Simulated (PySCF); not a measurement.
**What a change does: NMR shielding calculation on C$_{3}$H$_{8}$O$_{2}$Si**

System: C$_{3}$H$_{8}$O$_{2}$Si.
Method of the first run: GIAO HF/pcSseg-1 NMR shielding, non-relativistic, gas phase (PySCF 2.14.0).

The geometry comes from this level: PBE0-D3(BJ)/def2-SVP. Text and figures count atoms from 1; the logs count them from 0 in places.

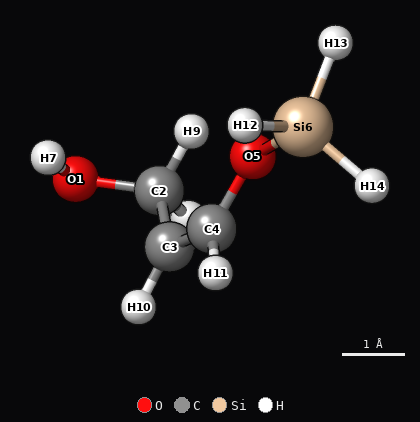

**Figure 1.** The input geometry (ball-and-stick view, seen at a tilt; atoms are numbered from 1 in the order of the input).

**Input, the first run**
```
{"job": {"kind": "nmr", "xc": "HF", "basis": "pcSseg-1", "pop": false}, "charge": 0, "multiplicity": 1}
O     -2.995380     0.247380     0.635205
C     -1.985889     0.198135    -0.345017
C     -1.022954    -0.921198    -0.111391
C      0.304923    -0.789535    -0.028201
O      0.937361     0.397204    -0.187011
Si     2.586012     0.659545    -0.019168
H     -2.557566     0.331676     1.488843
H     -2.508238     0.049422    -1.305144
H     -1.431620     1.151520    -0.426083
H     -1.442190    -1.921661     0.029403
H      0.946182    -1.660156     0.167596
H      3.032490     0.272647     1.353185
H      2.786184     2.112506    -0.250036
H      3.343049    -0.148856    -1.021189
```

The first line tells a small driver script what to run in PySCF; the rest is the geometry in Å.

Launched with:
```bash
OMP_NUM_THREADS=1 python <driver script> task.json out
```

Hardware: 1 CPU thread, shared host.

**Output (the first run)**
```
final grid: 110944 points
cycle   1  E = -556.7294303079  dE =  8.965e-01  |g| = 7.123e-01  |ddm| = 3.179e+00
cycle   2  E = -556.8278111959  dE = -9.838e-02  |g| = 3.867e-01  |ddm| = 7.070e-01
cycle   3  E = -556.8539690208  dE = -2.616e-02  |g| = 7.618e-02  |ddm| = 2.829e-01
cycle   4  E = -556.8556476031  dE = -1.679e-03  |g| = 1.708e-02  |ddm| = 9.370e-02
cycle   5  E = -556.8557496193  dE = -1.020e-04  |g| = 6.201e-03  |ddm| = 2.544e-02
cycle   6  E = -556.8557613149  dE = -1.170e-05  |g| = 1.749e-03  |ddm| = 8.138e-03
cycle   7  E = -556.8557637408  dE = -2.426e-06  |g| = 8.489e-04  |ddm| = 4.117e-03
cycle   8  E = -556.8557641805  dE = -4.398e-07  |g| = 2.795e-04  |ddm| = 1.962e-03
cycle   9  E = -556.8557642358  dE = -5.529e-08  |g| = 7.368e-05  |ddm| = 7.348e-04
cycle  10  E = -556.8557642395  dE = -3.685e-09  |g| = 3.003e-05  |ddm| = 1.778e-04
cycle  11  E = -556.8557642399  dE = -4.009e-10  |g| = 8.037e-06  |ddm| = 5.884e-05
converged SCF energy = -556.8557642399

GIAO shielding tensors (ppm)
atom      isotropic    diamagn.    paramagn.     s11        s22        s33       span
  0 O      309.301     388.526     -79.225    257.576    309.190    361.136    103.560
  1 C      139.875     242.438    -102.563    116.479    125.264    177.881     61.403
  2 C       71.671     257.432    -185.761    -45.516    106.337    154.192    199.708
  3 C       44.411     251.687    -207.276    -72.325     86.447    119.110    191.435
  4 O      279.830     402.799    -122.968    203.825    274.869    360.797    156.972
  5 Si     428.651     874.956    -446.305    392.180    406.049    487.723     95.544
  6 H       31.672      32.256      -0.584     22.608     29.345     43.062     20.454
  7 H       28.034      28.789      -0.755     23.539     27.499     33.062      9.523
  8 H       27.144      30.460      -3.317     22.015     27.309     32.107     10.092
  9 H       26.706      31.259      -4.553     24.430     26.953     28.734      4.303
 10 H       25.583      31.248      -5.665     21.916     25.873     28.960      7.044
 11 H       27.343      28.748      -1.405     24.295     25.727     32.006      7.711
 12 H       27.279      28.719      -1.440     23.958     25.801     32.077      8.120
 13 H       27.308      28.467      -1.159     24.249     25.593     32.083      7.835
```

The second run used a changed input.

**The two runs side by side**

| quantity | the first run | the second run |
| --- | --- | --- |
| outcome | converged | converged |
| total energy (hartree) | −556.855764 | −558.555078 |
| HOMO (eV) | −9.43 | −5.55 |
| LUMO (eV) | 3.29 | −0.83 |
| dipole moment (D) | 3.15 | 2.71 |
| shielding of O1 (ppm) | 309.3 | 283.6 |
| shielding of C2 (ppm) | 139.9 | 120.0 |
| shielding of C3 (ppm) | 71.7 | 61.7 |
| shielding of C4 (ppm) | 44.4 | 35.2 |
| shielding of O5 (ppm) | 279.8 | 229.5 |
| shielding of Si6 (ppm) | 428.7 | 363.8 |
| shielding of H14 (ppm) | 27.3 | 26.1 |
| SCF iterations | 11 | 15 |
| basis functions | 149 | 149 |
| wall time (shared host) | 8.8 s | 35 s |

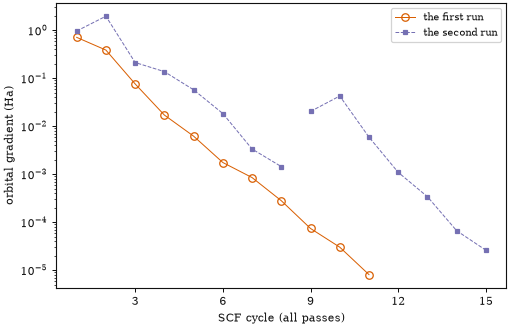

**Figure 2.** Convergence of the two runs: orbital gradient against the SCF cycle. A break in a curve parts two SCF passes (coarse and final grid). The first run takes 11 cycles in all, and the second run takes 15.

Which change of the input explains these differences?

The change (lines with − go, lines with + come):
```diff
-"xc": "HF"
+"xc": "PBE"
```

The total energies belong to different methods, so their difference says nothing on which is more stable or more accurate. The HOMO goes from −9.43 to −5.55 eV. The LUMO goes from 3.29 to −0.83 eV. The dipole moment goes from 3.15 to 2.71 D. Of all shieldings, the largest change is that of Si6, by −64.8 ppm. The method changes from HF to PBE. Exact exchange removes part of the self-interaction error of semilocal functionals, which pushes filled and empty levels apart. The SCF takes 15 iterations against 11.

**Output (the second run)**
```
coarse grid: 12016 points
cycle   1  E = -558.3069477022  dE =  6.031e-01  |g| = 9.651e-01  |ddm| = 3.321e+00
cycle   2  E = -557.7239451574  dE =  5.830e-01  |g| = 1.965e+00  |ddm| = 2.935e+00
cycle   3  E = -558.4704895751  dE = -7.465e-01  |g| = 2.128e-01  |ddm| = 2.401e+00
cycle   4  E = -558.4760052042  dE = -5.516e-03  |g| = 1.374e-01  |ddm| = 2.745e-01
cycle   5  E = -558.4794931509  dE = -3.488e-03  |g| = 5.741e-02  |ddm| = 1.610e-01
cycle   6  E = -558.4802890203  dE = -7.959e-04  |g| = 1.837e-02  |ddm| = 6.387e-02
cycle   7  E = -558.4803705104  dE = -8.149e-05  |g| = 3.343e-03  |ddm| = 1.433e-02
cycle   8  E = -558.4803725360  dE = -2.026e-06  |g| = 1.439e-03  |ddm| = 3.823e-03
final grid: 110944 points
cycle   9  E = -558.5549987823  dE =  1.067e-05  |g| = 2.030e-02  |ddm| = 2.950e-02
cycle  10  E = -558.5547246085  dE =  2.742e-04  |g| = 4.263e-02  |ddm| = 4.412e-02
cycle  11  E = -558.5550689658  dE = -3.444e-04  |g| = 5.916e-03  |ddm| = 3.391e-02
cycle  12  E = -558.5550775873  dE = -8.621e-06  |g| = 1.090e-03  |ddm| = 5.664e-03
cycle  13  E = -558.5550778104  dE = -2.231e-07  |g| = 3.385e-04  |ddm| = 1.155e-03
cycle  14  E = -558.5550778388  dE = -2.836e-08  |g| = 6.606e-05  |ddm| = 3.558e-04
cycle  15  E = -558.5550778396  dE = -8.583e-10  |g| = 2.591e-05  |ddm| = 7.541e-05
converged SCF energy = -558.5550778396

GIAO shielding tensors (ppm)
atom      isotropic    diamagn.    paramagn.     s11        s22        s33       span
  0 O      283.629     386.339    -102.709    236.244    289.630    325.013     88.769
  1 C      119.986     246.469    -126.483     91.213    103.223    165.523     74.310
  2 C       61.672     256.961    -195.290    -41.222     91.752    134.486    175.708
  3 C       35.225     253.724    -218.499    -53.088     62.470     96.293    149.380
  4 O      229.537     399.619    -170.082    117.629    236.927    334.056    216.427
  5 Si     363.822     879.748    -515.927    308.698    329.687    453.079    144.381
  6 H       31.951      32.619      -0.668     23.907     30.283     41.662     17.755
  7 H       27.232      28.053      -0.821     23.070     27.098     31.528      8.458
  8 H       26.188      31.339      -5.151     21.220     26.165     31.179      9.959
  9 H       26.285      31.416      -5.132     24.274     26.487     28.092      3.818
 10 H       24.990      31.234      -6.244     21.590     25.234     28.147      6.557
 11 H       26.109      28.427      -2.318     23.136     24.577     30.614      7.478
 12 H       26.218      28.505      -2.287     23.097     25.007     30.551      7.454
 13 H       26.059      28.093      -2.034     23.091     24.446     30.640      7.548
```
